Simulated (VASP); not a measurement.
Shape and ions are relaxed at each volume.

Energy against volume of Sb (a7). Method: vdW-DF-cx, VASP's PBE PAW potentials (set 64) (plane waves; VASP 6.6.1).

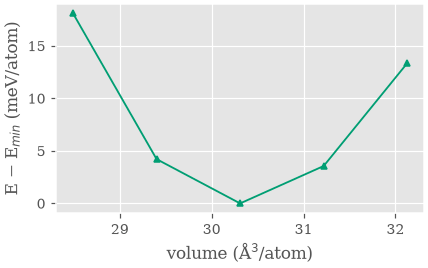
*Energy against volume*

Question: Estimate the equilibrium volume and the bulk modulus.

Answer: The minimum lies near 30.3 Å³/atom, and the curvature gives B0 of about 45 GPa.

Measured: bulk modulus 39.5 GPa at 0 K (computed value off by +15.0 %), as given by K. Lejaeghere et al., Critical reviews in solid state and materials sciences/CRC critical reviews in solid state and materials sciences (2013), arXiv:1204.2733 [extrapolated to 0 K and zero-point effects removed (source: thermally corrected experimental values)].

The compound is Sb in the a7 structure. It was relaxed first.
